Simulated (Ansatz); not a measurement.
# C2H9NO2Sn: rotation by 120° about the C4–C5 bond

How high is the barrier for the rotation by 120° about the C4–C5 bond? Relax the two ends, then run a nudged elastic band between them. SMILES of the start: [NH2][SnH]([OH])[CH2]CO.

All numbers below are computed with Ansatz 0.2.0 (RKS B3LYP-D4/def2-SVP).

## 1. Starting point

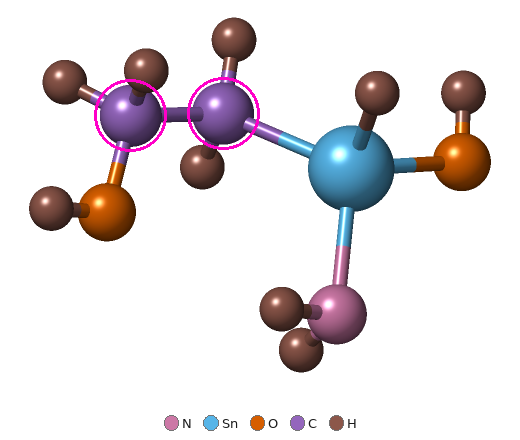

Start, viewed from a chosen angle; nitrogen pink, tin blue, oxygen orange, carbon purple, hydrogen brown. Ringed: C4, C5.

Structure file:

```xyz
15

N    -0.1616   -1.4840    1.9145
Sn    1.1085   -0.3639    0.7470
O     2.6894   -1.4567    0.3774
C     0.2566    0.1728   -1.1229
C    -1.0173    1.0633   -0.9119
O    -2.0240    0.3888   -0.2136
H    -0.6237   -2.1431    1.2758
H    -0.9277   -0.7613    2.1827
H     1.5785    1.1160    1.6374
H     3.2435   -0.9276   -0.2417
H    -0.1432   -0.7645   -1.6224
H     0.9512    0.6967   -1.7301
H    -0.7542    1.9884   -0.3225
H    -1.4310    1.4208   -1.8639
H    -2.7668    1.0035   -0.0764
```

## 2. Relaxing end A

input.yaml reads:

```yaml
crystal:
  periodic: [false, false, false]
  atoms:
    - { symbol: "N", position_ang: [-0.1616, -1.484, 1.9145] }
    - { symbol: Sn, position_ang: [1.1085, -0.3639, 0.747] }
    - { symbol: O, position_ang: [2.6894, -1.4567, 0.3774] }
    - { symbol: C, position_ang: [0.2566, 0.1728, -1.1229] }
    - { symbol: C, position_ang: [-1.0173, 1.0633, -0.9119] }
    - { symbol: O, position_ang: [-2.024, 0.3888, -0.2136] }
    - { symbol: H, position_ang: [-0.6237, -2.1431, 1.2758] }
    - { symbol: H, position_ang: [-0.9277, -0.7613, 2.1827] }
    - { symbol: H, position_ang: [1.5785, 1.116, 1.6374] }
    - { symbol: H, position_ang: [3.2435, -0.9276, -0.2417] }
    - { symbol: H, position_ang: [-0.1432, -0.7645, -1.6224] }
    - { symbol: H, position_ang: [0.9512, 0.6967, -1.7301] }
    - { symbol: H, position_ang: [-0.7542, 1.9884, -0.3225] }
    - { symbol: H, position_ang: [-1.431, 1.4208, -1.8639] }
    - { symbol: H, position_ang: [-2.7668, 1.0035, -0.0764] }
basis:
  gaussian: { orbitals: def2-SVP }
hamiltonian:
  xc: b3lyp
  dispersion: d4
relax:
  f_tol: 0.015
  max_steps: 40
output:
  orbitals: {}
```

Run with:

```bash
ansatz run input.yaml --threads 2 --pin off --max-ram 3072MiB --backend cpu --events-out ev --progress --plain --runs-dir out
```

Log (excerpt; [...] marks lines left out):

```text
Warning: RAYON_NUM_THREADS=2 ignored (pool sized by the plan → 2); use --threads N
[...]
Functional definition: B3LYP
[...]
1643 factors; integrals over basis functions are off by at most 3.0e-4 eV
[...]
mean field -13631.59740091 eV, -500.9519646548 hartree, gradient 2.6e-5 eV, S^2 0.000000; 0 other end points of the search recorded, 0 dependent functions left out
[...]
reference -13631.59768967 eV, -500.9519752666 hartree; 33, 33 occupied and 108, 108 virtual orbitals, 1643 factors
relax step   1: F+E_penalty+E_count = -13632.11641824 eV  Δ(F+E_penalty+E_count) = +0.000e0 eV  max|allowed force component| = 3.241e0 eV/Å  Δτ_max = 0.0000 Å  (28 SCF iters, accepted)
[...]
relax step   6: F+E_penalty+E_count = -13632.59577761 eV  Δ(F+E_penalty+E_count) = -4.753e-2 eV  max|allowed force component| = 2.636e-1 eV/Å  Δτ_max = 0.2000 Å  (29 SCF iters, accepted)
[...]
relax step  11: F+E_penalty+E_count = -13632.64324656 eV  Δ(F+E_penalty+E_count) = -8.089e-3 eV  max|allowed force component| = 8.453e-2 eV/Å  Δτ_max = 0.0976 Å  (30 SCF iters, accepted)
[...]
relax step  16: F+E_penalty+E_count = -13632.65771563 eV  Δ(F+E_penalty+E_count) = -5.314e-3 eV  max|allowed force component| = 7.603e-2 eV/Å  Δτ_max = 0.1125 Å  (30 SCF iters, accepted)
[...]
relax step  21: F+E_penalty+E_count = -13632.67083844 eV  Δ(F+E_penalty+E_count) = +2.573e-3 eV  max|allowed force component| = 1.538e-1 eV/Å  Δτ_max = 0.0898 Å  (30 SCF iters, rejected (line search))
relax step  22: F+E_penalty+E_count = -13632.67585988 eV  Δ(F+E_penalty+E_count) = -2.448e-3 eV  max|allowed force component| = 7.182e-2 eV/Å  Δτ_max = 0.0429 Å  (30 SCF iters, accepted)
```

## 3. More of the same log: end point A relaxed

The log, continued:

```text
relax step  23: F+E_penalty+E_count = -13632.67911637 eV  Δ(F+E_penalty+E_count) = -3.256e-3 eV  max|allowed force component| = 3.765e-2 eV/Å  Δτ_max = 0.1000 Å  (30 SCF iters, accepted)
relax step  24: F+E_penalty+E_count = -13632.67895018 eV  Δ(F+E_penalty+E_count) = +1.662e-4 eV  max|allowed force component| = 6.650e-2 eV/Å  Δτ_max = 0.0124 Å  (25 SCF iters, rejected (line search))
relax step  25: F+E_penalty+E_count = -13632.67937293 eV  Δ(F+E_penalty+E_count) = -2.566e-4 eV  max|allowed force component| = 1.336e-2 eV/Å  Δτ_max = 0.0060 Å  (25 SCF iters, accepted)
relax step  26: F+E_penalty+E_count = -13632.67735876 eV  Δ(F+E_penalty+E_count) = +2.014e-3 eV  max|allowed force component| = 4.175e-1 eV/Å  Δτ_max = 0.0732 Å  (29 SCF iters, rejected (line search))
relax step  27: F+E_penalty+E_count = -13632.67991957 eV  Δ(F+E_penalty+E_count) = -5.466e-4 eV  max|allowed force component| = 2.188e-2 eV/Å  Δτ_max = 0.0365 Å  (31 SCF iters, accepted)
relax step  28: F+E_penalty+E_count = -13632.68015320 eV  Δ(F+E_penalty+E_count) = -2.336e-4 eV  max|allowed force component| = 8.136e-2 eV/Å  Δτ_max = 0.0366 Å  (30 SCF iters, accepted)
relax step  29: F+E_penalty+E_count = -13632.68042255 eV  Δ(F+E_penalty+E_count) = -2.694e-4 eV  max|allowed force component| = 4.664e-2 eV/Å  Δτ_max = 0.0161 Å  (31 SCF iters, accepted)
relax step  30: F+E_penalty+E_count = -13632.68064640 eV  Δ(F+E_penalty+E_count) = -2.238e-4 eV  max|allowed force component| = 1.616e-2 eV/Å  Δτ_max = 0.0163 Å  (31 SCF iters, accepted)
[...]
these checks for a lower state are left out or cut short: starts, cluster_reference, orbital_swaps, neighbouring_geometries, increment
1643 factors; integrals over basis functions are off by at most 3.9e-4 eV
mean field evaluation 224: about -13632.1588 eV, gradient 2.3e-5 eV
mean field -13632.15881198 eV, -500.9725961312 hartree, gradient 2.3e-5 eV, S^2 0.000000; 0 other end points of the search recorded, 0 dependent functions left out
the calculation of the forces begins
reference -13632.15910409 eV, -500.9726068662 hartree; 33, 33 occupied and 108, 108 virtual orbitals, 1643 factors
relax step  31: F+E_penalty+E_count = -13632.68074797 eV  Δ(F+E_penalty+E_count) = -1.016e-4 eV  max|allowed force component| = 1.130e-2 eV/Å  Δτ_max = 0.0196 Å  (31 SCF iters, accepted)
these checks for a lower state are left out or cut short: starts, cluster_reference, orbital_swaps, neighbouring_geometries, increment
1643 factors; integrals over basis functions are off by at most 3.8e-4 eV
mean field -13632.15938900 eV, -500.9726173362 hartree, gradient 2.3e-5 eV, S^2 0.000000; 0 other end points of the search recorded, 0 dependent functions left out
the calculation of the forces begins
reference -13632.15968105 eV, -500.9726280688 hartree; 33, 33 occupied and 108, 108 virtual orbitals, 1643 factors
relax step  32: F+E_penalty+E_count = -13632.68082863 eV  Δ(F+E_penalty+E_count) = -8.067e-5 eV  max|allowed force component| = 5.683e-2 eV/Å  Δτ_max = 0.0453 Å  (30 SCF iters, accepted)
these checks for a lower state are left out or cut short: starts, cluster_reference, orbital_swaps, neighbouring_geometries, increment
1643 factors; integrals over basis functions are off by at most 3.8e-4 eV
mean field -13632.15952264 eV, -500.9726222473 hartree, gradient 5.4e-5 eV, S^2 0.000000; 0 other end points of the search recorded, 0 dependent functions left out
the calculation of the forces begins
reference -13632.15981468 eV, -500.9726329796 hartree; 33, 33 occupied and 108, 108 virtual orbitals, 1643 factors
relax step  33: F+E_penalty+E_count = -13632.68089304 eV  Δ(F+E_penalty+E_count) = -6.440e-5 eV  max|allowed force component| = 2.655e-2 eV/Å  Δτ_max = 0.0024 Å  (21 SCF iters, accepted)
these checks for a lower state are left out or cut short: starts, cluster_reference, orbital_swaps, neighbouring_geometries, increment
1643 factors; integrals over basis functions are off by at most 3.8e-4 eV
mean field -13632.15997572 eV, -500.9726388978 hartree, gradient 2.3e-5 eV, S^2 0.000000; 0 other end points of the search recorded, 0 dependent functions left out
the calculation of the forces begins
reference -13632.16026770 eV, -500.9726496278 hartree; 33, 33 occupied and 108, 108 virtual orbitals, 1643 factors
relax step  34: F+E_penalty+E_count = -13632.68098014 eV  Δ(F+E_penalty+E_count) = -8.710e-5 eV  max|allowed force component| = 7.288e-3 eV/Å  Δτ_max = 0.0249 Å  (31 SCF iters, accepted)
these checks for a lower state are left out or cut short: starts, cluster_reference, orbital_swaps, neighbouring_geometries, increment
1643 factors; integrals over basis functions are off by at most 3.6e-4 eV
mean field -13632.16101734 eV, -500.9726771766 hartree, gradient 2.3e-5 eV, S^2 0.000000; 0 other end points of the search recorded, 0 dependent functions left out
the calculation of the forces begins
reference -13632.16130913 eV, -500.9726878999 hartree; 33, 33 occupied and 108, 108 virtual orbitals, 1643 factors
relax step  35: F+E_penalty+E_count = -13632.68096186 eV  Δ(F+E_penalty+E_count) = +1.828e-5 eV  max|allowed force component| = 8.328e-2 eV/Å  Δτ_max = 0.0706 Å  (30 SCF iters, rejected (line search))
these checks for a lower state are left out or cut short: starts, cluster_reference, orbital_swaps, neighbouring_geometries, increment
1643 factors; integrals over basis functions are off by at most 3.7e-4 eV
mean field evaluation 256: about -13632.1605 eV, gradient 2.3e-5 eV
mean field -13632.16051846 eV, -500.9726588430 hartree, gradient 2.3e-5 eV, S^2 0.000000; 0 other end points of the search recorded, 0 dependent functions left out
the calculation of the forces begins
reference -13632.16081024 eV, -500.9726695659 hartree; 33, 33 occupied and 108, 108 virtual orbitals, 1643 factors
relax step  36: F+E_penalty+E_count = -13632.68107609 eV  Δ(F+E_penalty+E_count) = -9.595e-5 eV  max|allowed force component| = 1.228e-2 eV/Å  Δτ_max = 0.0346 Å  (31 SCF iters, accepted)
1643 factors; integrals over basis functions are off by at most 3.7e-4 eV
mean field -13632.16051846 eV, -500.9726588430 hartree, gradient 2.3e-5 eV, S^2 0.000000; 1 other end points of the search recorded, 0 dependent functions left out
the calculation of the forces begins
reference -13632.16081024 eV, -500.9726695659 hartree; 33, 33 occupied and 108, 108 virtual orbitals, 1643 factors
Total energy: -13632.68136788 eV, -500.9917997063 hartree
Atom 0 at    -0.017950    -1.626677     1.822963 Å, force    -0.007053    -0.003662    -0.005384 eV/Å
Atom 1 at     0.929044    -0.223828     0.648805 Å, force    -0.006921    -0.007972    -0.000302 eV/Å
Atom 2 at     2.666543    -1.098086     0.152558 Å, force     0.002813     0.001654     0.007071 eV/Å
Atom 3 at     0.037238     0.191268    -1.294132 Å, force     0.001431     0.003828    -0.000916 eV/Å
Atom 4 at    -1.072386     1.201993    -1.072414 Å, force    -0.002344    -0.001877     0.002232 eV/Å
Atom 5 at    -1.714943     0.859268     0.156575 Å, force     0.001817     0.002655    -0.005016 eV/Å
Atom 6 at     0.074454    -2.556570     1.408375 Å, force    -0.002540     0.009630     0.004225 eV/Å
Atom 7 at    -1.019351    -1.426418     1.868015 Å, force     0.012279    -0.003675     0.000358 eV/Å
Atom 8 at     1.247348     1.176447     1.606789 Å, force     0.002169    -0.000090    -0.000518 eV/Å
Atom 9 at     3.203781    -1.297489     0.931503 Å, force    -0.001946     0.000730    -0.004971 eV/Å
Atom 10 at    -0.352980    -0.765985    -1.672972 Å, force     0.000437     0.000325     0.003104 eV/Å
Atom 11 at     0.803916     0.552982    -1.994452 Å, force    -0.001732    -0.000172    -0.000820 eV/Å
Atom 12 at    -0.645333     2.222366    -1.015901 Å, force    -0.000660    -0.000917     0.000290 eV/Å
Atom 13 at    -1.804165     1.197174    -1.904794 Å, force     0.001755     0.000615     0.000987 eV/Å
Atom 14 at    -2.357016     1.542757     0.388483 Å, force     0.000494    -0.001070    -0.000340 eV/Å
Dipole moment:    -0.568217     0.399886    -0.185634 e Å
```

It took 4.1 min on 2 threads of Arm Neoverse V1, shared host; peak memory 0.43 GiB.

Relaxation path, one in 2:

```csv
step,energy from step 1 (eV),largest force component (eV/Å)
1,0.0000,3.2411
3,-0.3997,0.8569
5,-0.4318,1.0913
7,-0.4879,0.2709
9,-0.5187,0.0993
11,-0.5268,0.0845
13x,-0.5249,0.9600
15,-0.5360,0.3040
17,-0.5462,0.1275
19,-0.5570,0.0730
21x,-0.5544,0.1538
23,-0.5627,0.0377
25,-0.5630,0.0134
27,-0.5635,0.0219
29,-0.5640,0.0466
31,-0.5643,0.0113
33,-0.5645,0.0265
35x,-0.5645,0.0833
36,-0.5647,0.0123
```

Step 1 is the start. 7 steps were tried and not accepted (marked x).

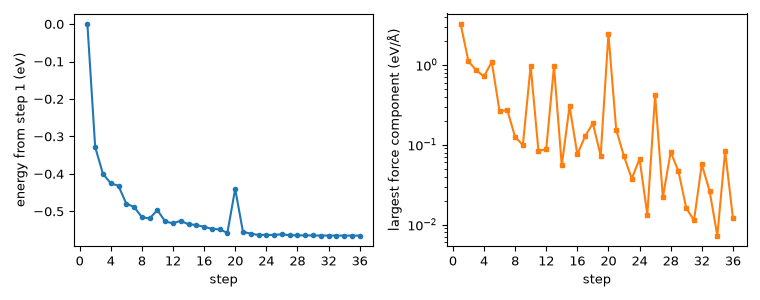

How energy and force went from step to step.

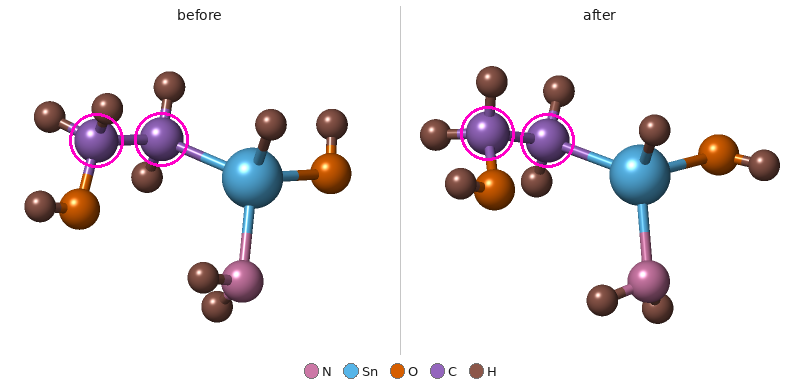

The structure before (left) and after (right), drawn at the same scale.

After: Bond lengths: N1–Sn2 2.060 Å, Sn2–O3 2.007 Å, Sn2–C4 2.178 Å, C4–C5 1.517 Å, C5–O6 1.429 Å, N1–H7 1.022 Å, N1–H8 1.022 Å, Sn2–H9 1.726 Å, O3–H10 0.967 Å, C4–H11 1.101 Å, C4–H12 1.100 Å, C5–H13 1.108 Å, C5–H14 1.108 Å, O6–H15 0.966 Å. Angles (14 of 23 angles, heavy atoms first): N1–Sn2–O3 104.0°, N1–Sn2–C4 116.7°, O3–Sn2–C4 102.5°, Sn2–C4–C5 107.2°, C4–C5–O6 107.1°, N1–Sn2–H9 108.7°, O3–Sn2–H9 109.3°, C4–Sn2–H9 114.6°, Sn2–N1–H7 110.3°, Sn2–N1–H8 110.0°, Sn2–O3–H10 111.8°, Sn2–C4–H11 106.6°, Sn2–C4–H12 110.2°, C5–C4–H11 111.7°.

## 4. Relaxing end B

The second end starts from a geometry with the move made by hand.

input.yaml, as its differences from that of step 2:

```diff
@@ -8,3 +8,3 @@
     - { symbol: C, position_ang: [-1.0173, 1.0633, -0.9119] }
-    - { symbol: O, position_ang: [-2.024, 0.3888, -0.2136] }
+    - { symbol: O, position_ang: [-0.736, 2.22457, -0.18503] }
     - { symbol: H, position_ang: [-0.6237, -2.1431, 1.2758] }
@@ -15,5 +15,5 @@
     - { symbol: H, position_ang: [0.9512, 0.6967, -1.7301] }
-    - { symbol: H, position_ang: [-0.7542, 1.9884, -0.3225] }
-    - { symbol: H, position_ang: [-1.431, 1.4208, -1.8639] }
-    - { symbol: H, position_ang: [-2.7668, 1.0035, -0.0764] }
+    - { symbol: H, position_ang: [-1.44293, 1.37876, -1.90776] }
+    - { symbol: H, position_ang: [-1.82072, 0.51667, -0.40104] }
+    - { symbol: H, position_ang: [-1.5513, 2.75382, -0.1249] }
 basis:
@@ -26,3 +26 @@
   max_steps: 40
-output:
-  orbitals: {}
```

Run with:

```bash
ansatz run input.yaml --threads 2 --pin off --max-ram 3072MiB --backend cpu --events-out ev --progress --plain --runs-dir out
```

Log (excerpt; [...] marks lines left out):

```text
Warning: RAYON_NUM_THREADS=2 ignored (pool sized by the plan → 2); use --threads N
[...]
[... 1 set-up line as earlier in the session ...]
[...]
1641 factors; integrals over basis functions are off by at most 3.0e-4 eV
[...]
mean field -13631.55321328 eV, -500.9503407892 hartree, gradient 7.5e-5 eV, S^2 0.000000; 0 other end points of the search recorded, 0 dependent functions left out
[...]
relax step  16: F+E_penalty+E_count = -13632.65113563 eV  Δ(F+E_penalty+E_count) = -1.166e-2 eV  max|allowed force component| = 2.312e-1 eV/Å  Δτ_max = 0.2000 Å  (29 SCF iters, accepted)
[...]
1641 factors; integrals over basis functions are off by at most 3.9e-4 eV
[...]
mean field -13632.12093243 eV, -500.9712040835 hartree, gradient 7.5e-6 eV, S^2 0.000000; 0 other end points of the search recorded, 0 dependent functions left out
[...]
reference -13632.12122193 eV, -500.9712147223 hartree; 33, 33 occupied and 108, 108 virtual orbitals, 1641 factors
```

(Part 1 of 3 ends here.)
